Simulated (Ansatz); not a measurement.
**SiH₂SClO₂ radical: an energy map over bond length O1–Si2 and dihedral H6–O1–Si2–O3**

A grid of calculations on ClH2O2SSi, SMILES O[Si](O)([S])Cl, spin multiplicity 2, to see where the energy is lowest and how it rises around there.

The runs use Ansatz 0.2.0; UKS PBE-D4/def2-SVP.

## (1) Where the work starts

SMILES `O[Si](O)([S])Cl`, 7 atoms, charge 0, spin multiplicity 2.

Atoms are counted from 1 here; the program's logs count them from 0.

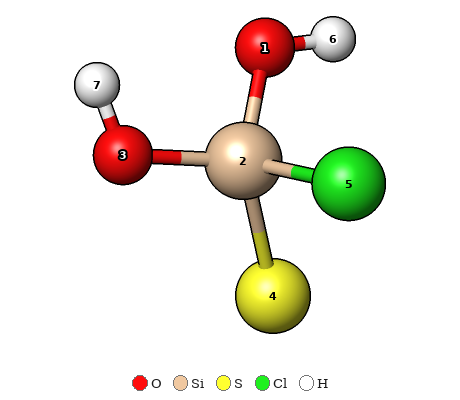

As it starts; oxygen red, silicon light orange, sulfur yellow, chlorine green, hydrogen white; atoms are numbered from 1 in the order of the file.

As a file:

```xyz
7
ClH2O2SSi
O    -0.7101    0.3931    1.1358
Si    0.0109   -0.0443   -0.3011
O     1.0172   -1.3053    0.0739
S    -1.2422   -0.4669   -1.9399
Cl    1.0636    1.5747   -1.1078
H    -1.3547    1.1210    1.0802
H     1.2766   -1.3402    1.0131
```

This geometry comes from a loose relaxation at PBE in a small basis, which is not shown.

## (3) The grid

First coordinate, bond length O1–Si2: 7 values from 1.433 to 2.333 Å. Second coordinate, dihedral H6–O1–Si2–O3: 8 values from −180 to 135 °, periodic.

Nothing else is relaxed (all other coordinates rigid). Energies count from the relaxed molecule at the same level. Points are written as (first, second).

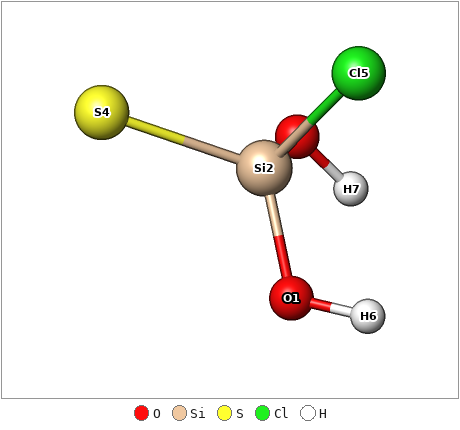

The geometry at (1.583 Å, 90°).

(The set-up runs are not shown.)

## (4) Point (1.733 Å, −180°)

input.yaml reads:

```yaml
crystal:
  periodic: [false, false, false]
  atoms:
    - { symbol: O, position_ang: [-0.71083, 0.391916, 1.135152] }
    - { symbol: Si, position_ang: [0.039791, -0.062782, -0.359206] }
    - { symbol: O, position_ang: [1.068902, -1.303486, 0.022084] }
    - { symbol: S, position_ang: [-1.215392, -0.51654, -1.988153] }
    - { symbol: Cl, position_ang: [1.062655, 1.56691, -1.184162] }
    - { symbol: H, position_ang: [-1.354084, 1.120819, 1.080301] }
    - { symbol: H, position_ang: [1.333084, -1.325095, 0.960276] }
magnetization:
  spin_polarized: true
  initial_magnetization: 1
basis:
  gaussian: { orbitals: def2-SVP }
hamiltonian:
  xc: pbe
  dispersion: d4
output:
  forces: true
```

Started as:

```console
> ansatz run input.yaml --threads 1 --pin off --max-ram 2560MiB --backend cpu --events-out ev --progress --plain --runs-dir out
```

Further runs follow: all other points of the grid.

Before running it: what results should come out? Wanted: lowest point; largest force on an atom.

**Answer**, as computed:

| quantity | value |
| --- | --- |
| lowest point | (1.733 Å, −180°), 6 kJ/mol |
| highest computed point (blank points may lie higher) | (2.333 Å, 0°), 235 kJ/mol above the lowest |
| largest force on an atom (eV/Å) | 1.5 at (1.733 Å, −45°) to 13.4 at (1.433 Å, −45°); 1.6 at the lowest point |
| time for the whole task | 14 min on 1 thread, shared host |

What this shows: The lowest computed point is at (1.733 Å, −180°), 6 kJ/mol from the relaxed molecule at the same level. The grid is coarse, so the true minimum lies between grid points and may sit elsewhere than the lowest one. It is the only kind of minimum in the scanned range. The highest computed point, (2.333 Å, 0°), lies 235 kJ/mol above the lowest. On the interpolated surface the easiest way out of the lowest well to its copy in the next cell or period passes a barrier of about 22 kJ/mol. Round the minimum the two coordinates are nearly uncoupled.
